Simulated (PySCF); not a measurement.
# Excited-state calculation, with input and output: C5H14GeSi

C5H14GeSi, computed with TDDFT PBE0/def2-SVPD, vertical, gas phase, core orbitals frozen in the response (PySCF 2.14.0).

The geometry comes from this level: PBE0-D3(BJ)/def2-SVP. It belongs to a series of runs on one base structure; here: H on Si replaced by cPent.

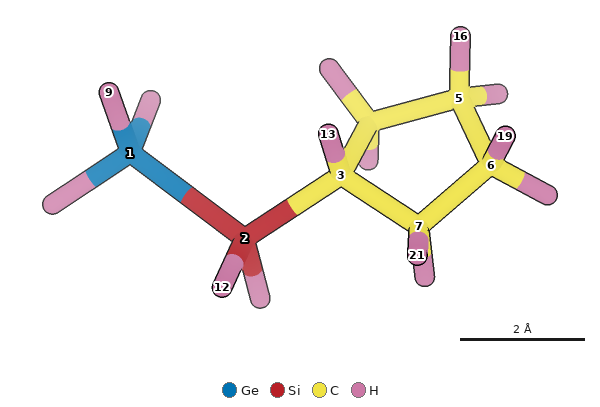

**Figure 1.** The structure as given in the input (stick view, seen at a tilt; atoms are numbered from 1 in the order of the input). Sticks mark near contacts. Bond lengths as drawn: C–C 1.53 to 1.55 Å, C–H 1.10 to 1.11 Å, C–Si 1.89 Å, Ge–H 1.54 Å, Ge–Si 2.38 Å and H–Si 1.50 Å.

**Input**
```
{"job": {"kind": "uv", "xc": "PBE0", "basis": "def2-SVPD", "ip": true}, "charge": 0, "multiplicity": 1}
Ge     3.173198     0.755426    -0.820921
Si     1.704017    -1.010836    -0.189646
C     -0.103895    -0.540889    -0.479051
C     -0.573422     0.710494     0.274227
C     -2.109048     0.646276     0.209538
C     -2.462437    -0.843262    -0.010275
C     -1.121783    -1.593995    -0.023069
H      4.643611     0.396631    -0.530548
H      3.046568     1.062553    -2.327124
H      2.839202     2.048123    -0.049204
H      1.911726    -1.312807     1.264308
H      2.060451    -2.238179    -0.971348
H     -0.232555    -0.371395    -1.565218
H     -0.236396     0.655102     1.324512
H     -0.164713     1.644921    -0.140164
H     -2.478782     1.255683    -0.629396
H     -2.570629     1.057855     1.119582
H     -3.142916    -1.234324     0.760979
H     -2.975767    -0.975389    -0.975325
H     -0.867829    -1.931796     0.997141
H     -1.134138    -2.489633    -0.662668
```

The first line tells a small driver script what to run in PySCF; the rest is the geometry in Å.

Command:
```bash
OMP_NUM_THREADS=1 python <driver script> task.json out
```

**The program's output**
```
coarse grid: 74336 points
cycle   1  E = -2564.3039353312  dE = -2.474e-01  |g| = 4.800e-01  |ddm| = 6.407e+00
cycle   2  E = -2564.2781791125  dE =  2.576e-02  |g| = 5.849e-01  |ddm| = 1.372e+00
cycle   3  E = -2564.3486437184  dE = -7.046e-02  |g| = 6.238e-02  |ddm| = 7.994e-01
cycle   4  E = -2564.3495028308  dE = -8.591e-04  |g| = 2.299e-02  |ddm| = 1.727e-01
cycle   5  E = -2564.3495953187  dE = -9.249e-05  |g| = 5.416e-03  |ddm| = 3.825e-02
cycle   6  E = -2564.3496018217  dE = -6.503e-06  |g| = 9.384e-04  |ddm| = 1.490e-02
final grid: 156216 points
cycle   7  E = -2564.3495916303  dE = -3.262e-08  |g| = 1.212e-03  |ddm| = 1.611e-02
cycle   8  E = -2564.3495913615  dE =  2.688e-07  |g| = 1.582e-03  |ddm| = 5.083e-03
cycle   9  E = -2564.3495920128  dE = -6.513e-07  |g| = 3.935e-05  |ddm| = 2.826e-03
cycle  10  E = -2564.3495920132  dE = -3.215e-10  |g| = 1.200e-05  |ddm| = 9.025e-05
```

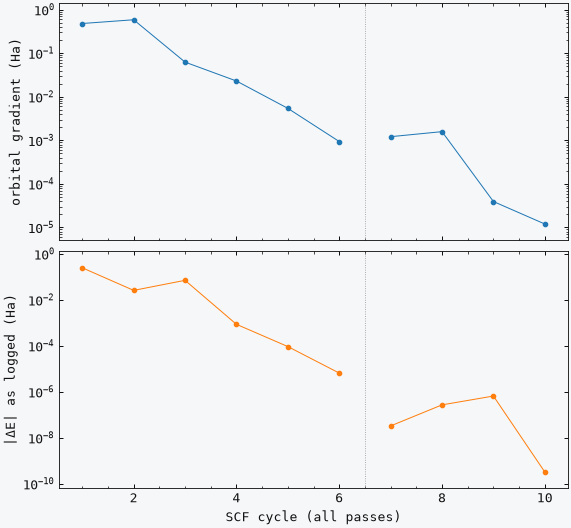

**Figure 2.** Convergence of the self-consistent field: orbital gradient and size of the energy change against the SCF cycle. The dotted line marks the change from a coarse to the final integration grid. The first 6 cycles use a coarse grid, the final grid takes over at cycle 7, and the field converges after 10 cycles in all.

```
converged SCF energy = -2564.3495920132

Static polarisability (au): isotropic 121.379, principal 100.870 115.599 147.669

Singlet excitations
state   eV       nm        f      main configurations
  1   6.9803    177.6   0.05246   H->L+1 0.68, H->L 0.27
  2   7.0837    175.0   0.13282   H->L 0.68, H->L+1 0.24
  3   7.3186    169.4   0.01600   H->L+2 0.94
  4   7.4895    165.5   0.00778   H-1->L+1 0.57, H->L+3 0.28
  5   7.6498    162.1   0.22604   H->L+3 0.36, H-1->L+1 0.30, H-1->L 0.25
  6   7.7422    160.1   0.11809   H-1->L 0.59, H->L+5 0.15, H->L+3 0.14
  7   7.8143    158.7   0.12947   H->L+5 0.51, H->L+4 0.14, H->L+3 0.11
  8   7.9804    155.4   0.01364   H-1->L+2 0.45, H->L+4 0.20, H->L+6 0.09
  9   8.0097    154.8   0.02625   H->L+4 0.49, H-1->L+2 0.22, H->L+5 0.12
 10   8.0744    153.6   0.00427   H->L+6 0.56, H->L+8 0.10, H->L+5 0.09

Triplet excitations (Tamm-Dancoff, eV): 6.2720 6.4792 6.5575 7.0119
Vertical ionisation energy (delta-SCF) = 9.5012 eV
```

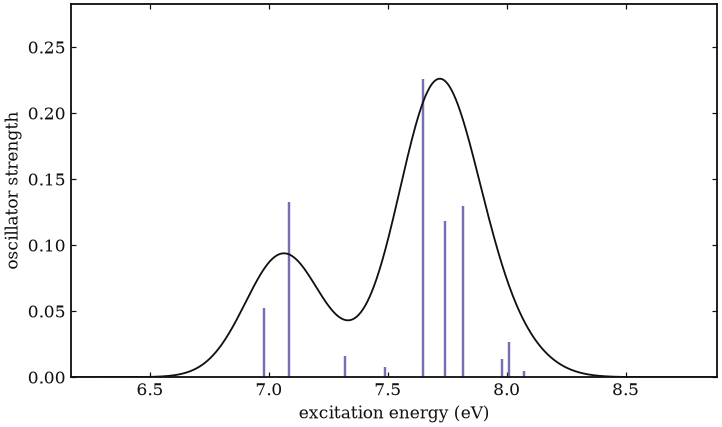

**Figure 3.** Computed excitations as sticks (degenerate states added up, dark ones marked on the axis), with a Gaussian envelope of 0.35 eV full width at half maximum, scaled to the tallest. Of the 10 states the lowest lies at 6.98 eV (f = 0.052); the strongest line is at 7.65 eV, or 162 nm (f = 0.226).

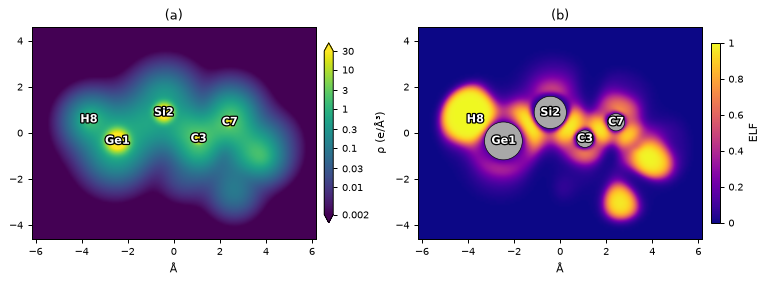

**Figure 4.** (a) total electron density; (b) ELF on the plane of atoms Si2, Ge1 and H8. Grey discs, where drawn, cover atomic cores. Atoms in the plane: Ge, Si, C and H. C–C (1.53 Å): ρ is about 1.6 e/Å³ halfway; the ELF peaks at about 0.95 between the atoms, as expected for localised, shared-pair bonding. Ge–H (1.54 Å): ρ at the midpoint is about 1 e/Å³, with its minimum of 0.88 e/Å³ about 0.9 Å from Ge; the ELF climbs to about 1 towards the hydrogen, as it does in any bond to H.

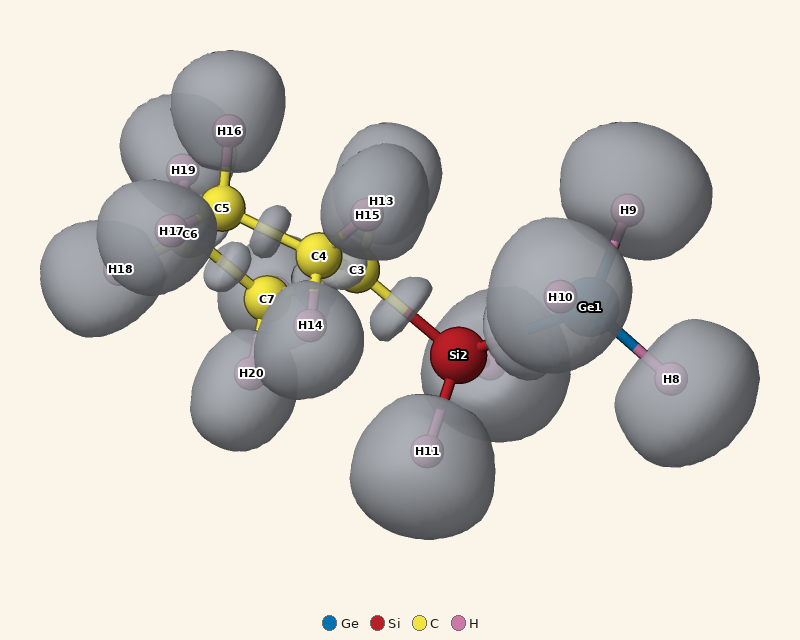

**Figure 5.** Isosurface of the ELF at 0.85 (grey), seen at an oblique angle. Only the valence region is drawn (cores and ρ < 0.01 e/Å³ removed). The ELF exceeds this value in five regions between bonded C–C atoms (shared pairs), one region between bonded C–Si atoms (shared pairs), one region between bonded Ge–Si atoms (shared pairs) and 14 regions around hydrogen nuclei.

**Summary**

```csv
quantity,value
outcome,converged
total energy,−2564.349592 hartree
HOMO,−7.79 eV
LUMO,0.28 eV
dipole moment,1.23 D
mean polarisability,121.38 a.u.
vertical ionisation energy,9.50 eV
lowest singlet excitation,6.98 eV
hardware,"1 CPU thread, shared host"
wall time,13 min
peak memory,1.2 GiB
```

**Remarks**

Spin–orbit coupling is left out, which matters for the heavy atoms.
